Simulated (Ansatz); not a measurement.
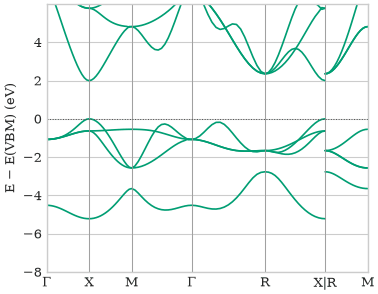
Figure: Band structure from DFT-PBE in the program Ansatz with PAW potentials

**Question.** Read off the gap and where the band edges lie.

**Answer.** About 2.0 eV (1.99 eV by a search for the band edges); maximum at X, minimum at X.

The material is TlBr (CsCl type, Pm-3m).

The cell was relaxed with PBE under the symmetry of its start. Spin–orbit coupling is left out wherever it is not named.

Potentials: the later of the program's two PAW sets.
